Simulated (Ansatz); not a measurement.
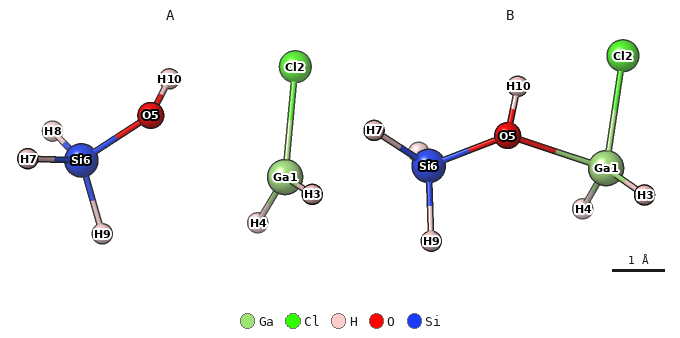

Two geometries of GaSiH₆OCl, drawn at one scale. One is the start of a relaxation, the other its converged end. A ball-and-stick model, seen face on.

Theory: RKS PBE-D4/def2-SVP (Ansatz 0.2.0). Settings: no spin polarisation; force threshold 0.03 eV/Å; at most 50 steps.

Which of the two is the end point?

Structure B is the relaxed one. The run prepares an end point of a later path (reaction) calculation, from a guessed geometry. The energy falls by 43.8 kJ/mol in 15 accepted moves (17 points after the start). Largest force component: 0.65 eV/Å at the start, 0.024 eV/Å at the end. The line search rejected the trial steps at points 3, 10 of the run. The forces were under the threshold at step 9, but the run went on from there. The largest move after the best rigid fit is that of H8, 0.69 Å. Largest moves by element: H 0.69 Å, O 0.51 Å, Ga 0.41 Å, Cl 0.35 Å, Si 0.18 Å. Among the contacts that change: Ga1–O5 2.971 → 2.156 Å, Ga1–Si6 3.983 → 3.459 Å, O5–Si6 1.693 → 1.726 Å, Ga1–Cl2 2.231 → 2.245 Å. New bonds form, among them: Ga1–O5 (2.97 → 2.16 Å). Bond angles that change, for instance: O5–Si6–H9 108.8° → 104.3°, H3–Ga1–H4 132.9° → 129.4°, H7–Si6–H9 108.6° → 111.6°. Groups turn about O5–Si6 by about 65°.

Limits of the set-up: the start holds two separate molecules, 2.6 Å apart at their closest, whose relative position is a soft coordinate.
